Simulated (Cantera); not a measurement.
Charge: 1 mol BaF2, 0.26 mol H2, 75 mol N2, equilibrated at 1.28 Torr.

Equilibrium computed with Cantera from the NASA thermochemical tables; the gas is ideal and each condensed phase is pure. Candidate condensed phases: Ba, BaF2; 24 gas species. The numbers say what is thermodynamically allowed, not how fast it happens.

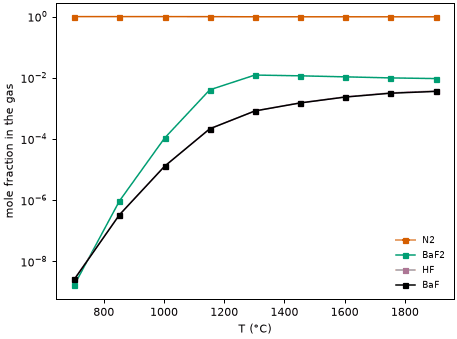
Fig. 1. Equilibrium gas composition (values under 1e-9 drawn at 1e-9)

From 702 °C to 1152 °C the condensed part is BaF2(s). From 1302 °C to 1902 °C nothing is condensed.
